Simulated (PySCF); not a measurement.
Input

```
{"job": {"kind": "epr", "basis": "pcH-1"}, "charge": 0, "multiplicity": 2}
F      0.581932    -1.833889     1.296427
C      0.467139    -1.009741     0.243730
C      1.663668    -0.649514    -0.564765
O      1.333542     0.573895    -1.178648
C      0.381157     1.244896    -0.378523
C     -0.468158     0.152558     0.304041
C     -1.760982    -0.116693    -0.478464
F     -2.536722     0.978769    -0.527000
F     -2.495880    -1.079810     0.088603
F     -1.536684    -0.486412    -1.740655
H      1.900765    -1.369418    -1.355907
H      2.554940    -0.552744     0.084794
H      0.883751     1.851284     0.387843
H     -0.197812     1.898297    -1.032657
H     -0.775069     0.406511     1.323614
```

Launched as:

```sh
OMP_NUM_THREADS=1 python probes_run.py task.json out
```

Geometry: GFN2-xTB.

Theory: UKS B3LYP, pcH-1 on C F H O, non-relativistic, mean-field spin-orbit, GIAO in PySCF.

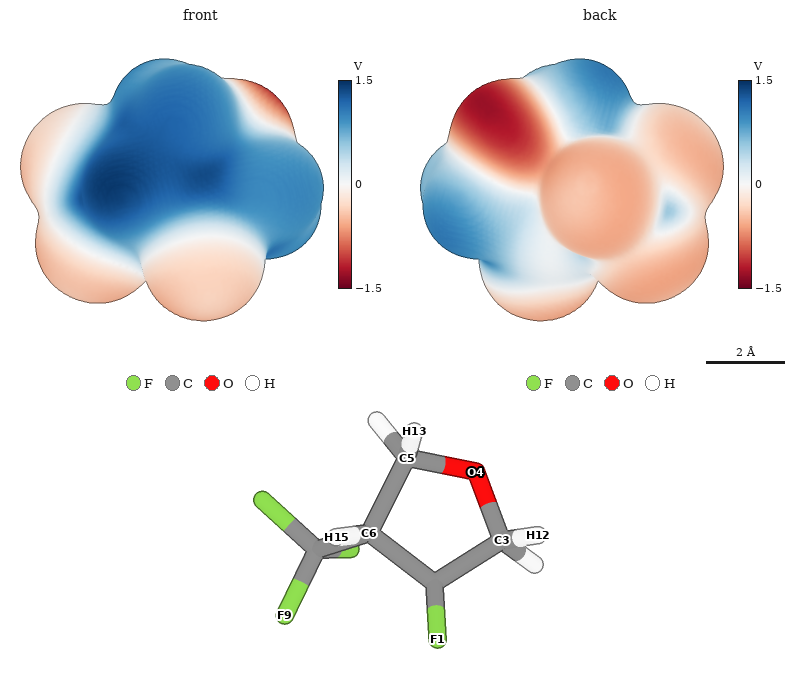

C$_{5}$H$_{5}$F$_{4}$O (SMILES F[C]1COC[C@H]1C(F)(F)F) (doublet). The electrostatic potential painted on the density surface at 0.002 e/bohr³, seen from the front and from behind; the colour scale runs from red (negative) to blue (positive). The bare structure is drawn below in the same view.

Where is the surface potential most negative and most positive?

The most negative region (about −1.3 V) lies over O4, the most positive (about +1.4 V) over H15. O4 is the likeliest acceptor of a hydrogen bond.
